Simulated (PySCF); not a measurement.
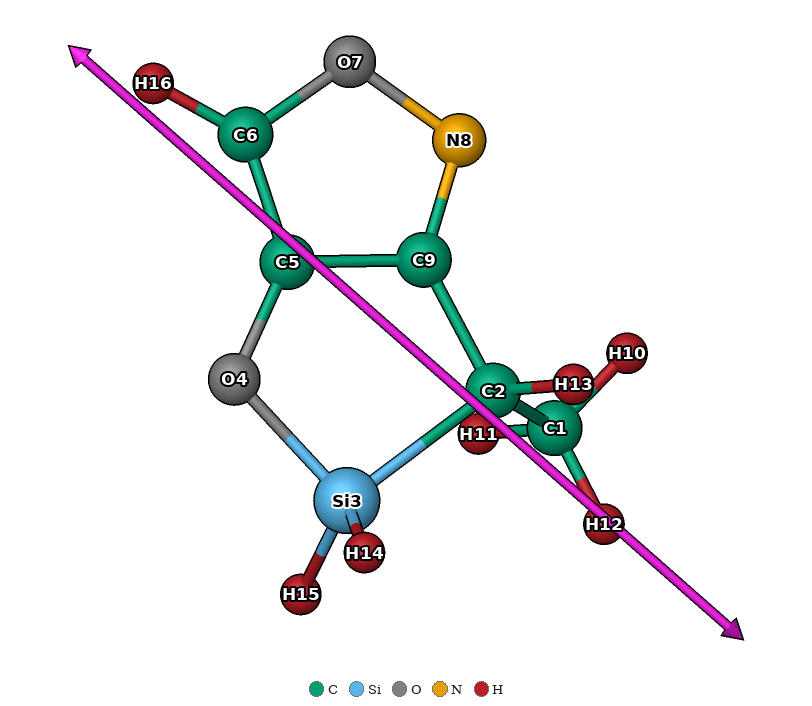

The double arrow shows the direction of the transition dipole to excited singlet state 1 (its length means nothing). The computed structure is the end point of a GFN2-xTB optimisation. No frequency run is at hand to confirm it as a minimum. Level of theory: TDDFT ωB97X-D/def2-SVPD, vertical, gas phase, core orbitals frozen in the response (PySCF 2.14.0).

**How is the transition polarised?**

Nearly parallel to the O7–N8 bond.

**Where does the transition lie, and how strong is it?**

5.85 eV (212 nm), oscillator strength 0.12, mainly HOMO → LUMO (weight 0.87); transition dipole 2.32 D.

The geometry is semi-empirical. Around Si such bond lengths and angles can be off by a tenth of an ångström or more and by several degrees, and values that hang on the shape move with them.
